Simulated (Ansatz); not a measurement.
# Ge2P (doublet): RPA-PBE over vertical spin and charge gaps, cc-pVTZ

How well do these functionals follow the top wave-function level for Ge2P (doublet) over vertical spin and charge gaps?

Computed with Ansatz 0.2.0, Gaussian basis. Level: cc-pVTZ, all electrons in the functionals, frozen cores in the correlation of double hybrids and RPA.

To be run: RPA-PBE, at charge 0, doublet; charge 0, quartet; charge 1, singlet; charge 1, triplet.

2 further runs of the same task are left out: 2 set aside as unsound or not needed.

## (1) The geometry

The geometry is a PBE0/def2-TZVP stationary point (not a proven minimum). No spin-orbit coupling is included. The filled d shell of Ge may be among the frozen orbitals whatever the setting's name suggests; the logs give the count.

3 atoms, charge 0, spin multiplicity 2.

Atoms are counted from 1 here; the program's logs count them from 0.

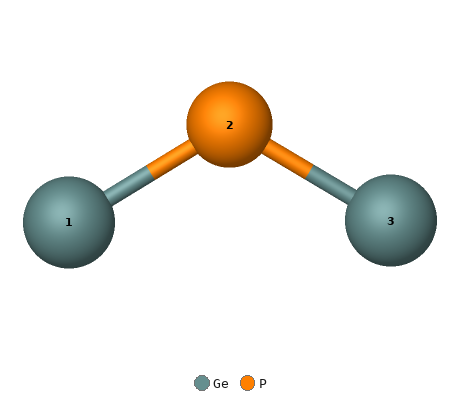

The geometry (germanium teal, phosphorus orange); atoms are numbered from 1 in the order of the file.

No dispersion term is added.

The geometry shown and the zero of energy belong to the point charge 0, doublet. The yardstick, UCCSD(T), and other wave-function levels (R restricted, U unrestricted, valence and pair active spaces) come from earlier runs.

## (2) RPA-PBE, charge 0, doublet

The input, in.yaml:

```yaml
crystal:
  periodic: [false, false, false]
  atoms:
    - {symbol: Ge, position_ang: [0.000000, -0.197066, 1.861801]}
    - {symbol: P, position_ang: [0.000000, 0.924323, 0.000000]}
    - {symbol: Ge, position_ang: [0.000000, -0.197066, -1.861801]}
basis:
  gaussian: {orbitals: cc-pVTZ}
magnetization: {spin_polarized: true, initial_magnetization: 1}
hamiltonian: {xc: {name: PBE}}
correlation: {method: rpa, electrons: outside_noble_gas}
```

Run with:

```bash
ansatz run in.yaml --threads 2 --pin off --events-out ev --progress --plain --max-ram 24576MiB --backend cuda --devices 0, --max-vram 18GiB
```

The program printed:

```text
Functional definition: PBE
  name "PBE"
  cite "Perdew, Burke & Ernzerhof, Phys. Rev. Lett. 77, 3865 (1996) doi:10.1103/PhysRevLett.77.3865"
  parent pbe
  parameter kappa = 0.804
  parameter beta = 0.06672455060314922
  exchange = pbe_x(kappa = kappa, mu = beta*pi^2/3)
  correlation = pbe_c(beta = beta)
780 factors; integrals over basis functions are off by at most 4.0e-4 eV
mean field evaluation 1: about -122302.2412 eV, gradient 2.5e1 eV
mean field evaluation 2: about -122302.2439 eV, gradient 2.5e1 eV
mean field evaluation 4: about -122304.1716 eV, gradient 1.3e1 eV
mean field evaluation 8: about -122305.5654 eV, gradient 2.7e-1 eV
mean field evaluation 16: about -122305.5655 eV, gradient 6.6e-4 eV
mean field evaluation 32: about -122305.1109 eV, gradient 2.6e-3 eV
mean field evaluation 64: about -122305.5601 eV, gradient 2.5e-1 eV
mean field evaluation 96: about -122305.2120 eV, gradient 1.1e0 eV
mean field evaluation 128: about -122292.8886 eV, gradient 1.5e1 eV
mean field -122305.56547221 eV, -4494.6466294141 hartree, gradient 4.3e-6 eV, S^2 0.766718; 13 other end points of the search recorded, 0 dependent functions left out
33 core orbitals not correlated: weight in the atoms' cores, before any rotation towards them, 0.998 or more for the frozen orbitals, at most 0.001 for the correlated occupied ones
reference -122219.21794386 eV, -4491.4734162757 hartree; 7, 6 occupied and 80, 81 virtual orbitals, 780 factors
Total energy: -122234.37107643 eV, -4492.0302836261 hartree
```

Wall time 11 s (1 × H100 (card shared with other runs) with 2 threads of AMD EPYC 7R13, shared host); peak host memory 0.85 GiB.

From the report: ⟨S²⟩ of the determinant 0.767 (pure doublet: 0.75).

## (3) RPA-PBE, charge 0, quartet

Changes to in.yaml since step 2:

```diff
@@ -8,3 +8,3 @@
   gaussian: {orbitals: cc-pVTZ}
-magnetization: {spin_polarized: true, initial_magnetization: 1}
+magnetization: {spin_polarized: true, initial_magnetization: 3}
 hamiltonian: {xc: {name: PBE}}
```

Same command.

The program printed:

```text
Functional definition: PBE
  name "PBE"
  cite "Perdew, Burke & Ernzerhof, Phys. Rev. Lett. 77, 3865 (1996) doi:10.1103/PhysRevLett.77.3865"
  parent pbe
  parameter kappa = 0.804
  parameter beta = 0.06672455060314922
  exchange = pbe_x(kappa = kappa, mu = beta*pi^2/3)
  correlation = pbe_c(beta = beta)
780 factors; integrals over basis functions are off by at most 4.0e-4 eV
mean field evaluation 1: about -122300.1643 eV, gradient 2.4e1 eV
mean field evaluation 2: about -122300.1665 eV, gradient 2.4e1 eV
mean field evaluation 4: about -122302.2004 eV, gradient 1.1e1 eV
mean field evaluation 8: about -122300.8230 eV, gradient 1.5e1 eV
mean field evaluation 16: about -122303.1959 eV, gradient 3.8e-2 eV
mean field evaluation 32: about -122303.2254 eV, gradient 4.4e-9 eV
mean field evaluation 64: about -122303.1388 eV, gradient 6.8e-3 eV
mean field evaluation 96: about -122303.2147 eV, gradient 8.4e-2 eV
mean field evaluation 128: about -122303.2244 eV, gradient 2.1e-1 eV
mean field evaluation 160: about -122303.2244 eV, gradient 2.1e-1 eV
mean field evaluation 192: about -122303.2221 eV, gradient 3.9e-2 eV
mean field evaluation 224: about -122303.1812 eV, gradient 1.6e0 eV
mean field evaluation 256: about -122303.1733 eV, gradient 2.8e-1 eV
mean field -122303.22540077 eV, -4494.5606333745 hartree, gradient 4.0e-9 eV, S^2 3.759267; 12 other end points of the search recorded, 0 dependent functions left out
33 core orbitals not correlated: weight in the atoms' cores, before any rotation towards them, 0.998 or more for the frozen orbitals, at most 0.002 for the correlated occupied ones
reference -122217.40902141 eV, -4491.4069396017 hartree; 8, 5 occupied and 79, 82 virtual orbitals, 780 factors
Total energy: -122232.11342329 eV, -4491.9473164038 hartree
```

Run time: 40 s. Hardware: 1 × H100 (card shared with other runs) with 2 threads of AMD EPYC 7R13, shared host; peak host memory 0.84 GiB.

From the report: ⟨S²⟩ of the determinant 3.759 (pure quartet: 3.75).

From charge 0, doublet: +2.258 eV.

## (4) RPA-PBE, charge 1, singlet

Changes to in.yaml since step 3:

```diff
@@ -8,3 +8,3 @@
   gaussian: {orbitals: cc-pVTZ}
-magnetization: {spin_polarized: true, initial_magnetization: 3}
+total_charge: 1
 hamiltonian: {xc: {name: PBE}}
```

Run with:

```bash
ansatz run in.yaml --threads 1 --pin off --events-out ev --progress --plain --max-ram 4096MiB --backend cpu
```

The program printed:

```text
Functional definition: PBE
  name "PBE"
  cite "Perdew, Burke & Ernzerhof, Phys. Rev. Lett. 77, 3865 (1996) doi:10.1103/PhysRevLett.77.3865"
  parent pbe
  parameter kappa = 0.804
  parameter beta = 0.06672455060314922
  exchange = pbe_x(kappa = kappa, mu = beta*pi^2/3)
  correlation = pbe_c(beta = beta)
780 factors; integrals over basis functions are off by at most 4.0e-4 eV
mean field evaluation 1: about -122289.1419 eV, gradient 5.5e1 eV
mean field evaluation 2: about -122289.1445 eV, gradient 5.5e1 eV
mean field evaluation 4: about -122297.9615 eV, gradient 1.5e1 eV
mean field evaluation 8: about -122298.9091 eV, gradient 3.3e-1 eV
mean field evaluation 16: about -122298.9084 eV, gradient 1.4e-4 eV
mean field evaluation 32: about -122282.3223 eV, gradient 2.0e1 eV
mean field -122298.90838055 eV, -4494.4019858078 hartree, gradient 1.8e-6 eV, S^2 0.000000; 0 other end points of the search recorded, 0 dependent functions left out
33 core orbitals not correlated: weight in the atoms' cores, before any rotation towards them, 0.999 or more for the frozen orbitals, at most 0.001 for the correlated occupied ones
reference -122213.06037640 eV, -4491.2471298453 hartree; 6, 6 occupied and 81, 81 virtual orbitals, 780 factors
Total energy: -122227.58155245 eV, -4491.7807732223 hartree
```

It took 4.5 s on 1 thread of AMD EPYC 7R13, shared host; peak memory 0.26 GiB.

From charge 0, doublet: +6.790 eV.

## (5) RPA-PBE, charge 1, triplet

Changes to in.yaml since step 4:

```diff
@@ -9,2 +9,3 @@
 total_charge: 1
+magnetization: {spin_polarized: true, initial_magnetization: 2}
 hamiltonian: {xc: {name: PBE}}
```

Run with:

```bash
ansatz run in.yaml --threads 2 --pin off --events-out ev --progress --plain --max-ram 24576MiB --backend cuda --devices 0, --max-vram 18GiB
```

The program printed:

```text
Functional definition: PBE
  name "PBE"
  cite "Perdew, Burke & Ernzerhof, Phys. Rev. Lett. 77, 3865 (1996) doi:10.1103/PhysRevLett.77.3865"
  parent pbe
  parameter kappa = 0.804
  parameter beta = 0.06672455060314922
  exchange = pbe_x(kappa = kappa, mu = beta*pi^2/3)
  correlation = pbe_c(beta = beta)
780 factors; integrals over basis functions are off by at most 4.0e-4 eV
mean field evaluation 1: about -122287.1355 eV, gradient 3.8e1 eV
mean field evaluation 2: about -122287.1377 eV, gradient 3.8e1 eV
mean field evaluation 4: about -122295.7669 eV, gradient 9.6e0 eV
mean field evaluation 8: about -122296.8032 eV, gradient 7.7e-1 eV
mean field evaluation 16: about -122296.8081 eV, gradient 7.0e-4 eV
mean field evaluation 32: about -122296.1647 eV, gradient 6.5e0 eV
mean field evaluation 64: about -122296.0475 eV, gradient 2.7e0 eV
mean field evaluation 96: about -122296.1861 eV, gradient 3.8e-1 eV
mean field evaluation 128: about -122296.1428 eV, gradient 3.6e-1 eV
mean field -122296.80807353 eV, -4494.3248009486 hartree, gradient 1.0e-6 eV, S^2 2.006221; 12 other end points of the search recorded, 0 dependent functions left out
33 core orbitals not correlated: weight in the atoms' cores, before any rotation towards them, 0.998 or more for the frozen orbitals, at most 0.002 for the correlated occupied ones
reference -122211.70260644 eV, -4491.1972327195 hartree; 7, 5 occupied and 80, 82 virtual orbitals, 780 factors
Total energy: -122225.44001786 eV, -4491.7020732776 hartree
```

Wall time 28 s (1 × H100 (card shared with other runs) with 2 threads of AMD EPYC 7R13, shared host); peak host memory 0.85 GiB.

From the report: ⟨S²⟩ of the determinant 2.006 (pure triplet: 2.00).

From charge 0, doublet: +8.931 eV.

## (6) The comparison

No level is safe as a reference over these points; UCCSD(T) serves as a yardstick only. It comes from earlier runs at the same points. Energies in eV, counted from charge 0, doublet; blanks weren't run or aren't comparable.

```tsv
level	doublet to quartet	ionisation to the singlet cation	ionisation to the triplet cation
UCCSD(T)	2.290	6.566	8.833
RPA-PBE	2.258	6.790	8.931
```

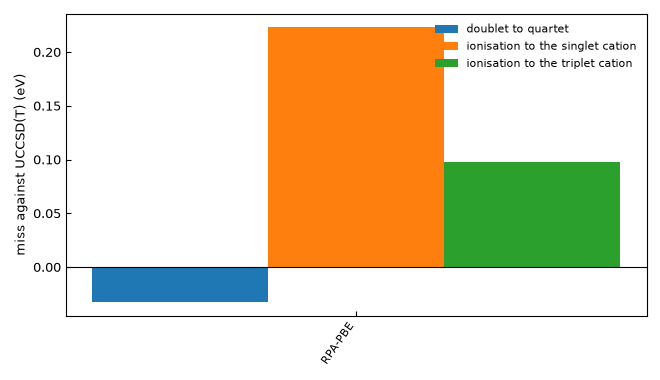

Misses of the gaps against UCCSD(T).

Largest miss and mean time a point (UCCSD(T) took 34 s a point; shared hosts):

```tsv
level	largest miss (eV)	where	time a point
RPA-PBE	+0.223	ionisation to the singlet cation	21 s
```

## (7) Results

| quantity | value |
| --- | --- |
| doublet to quartet, UCCSD(T) | 2.290 eV |
| ionisation to the singlet cation, UCCSD(T) | 6.566 eV |
| ionisation to the triplet cation, UCCSD(T) | 8.833 eV |
| largest miss, RPA-PBE | +0.223 eV (ionisation to the singlet cation) |

**Reading.** RPA-PBE strays by up to 0.223 eV, at ionisation to the singlet cation. Functionals and the yardstick converge differently with the basis, so part of each miss in cc-pVTZ is the basis. The yardstick itself may be off where one determinant is a poor start.
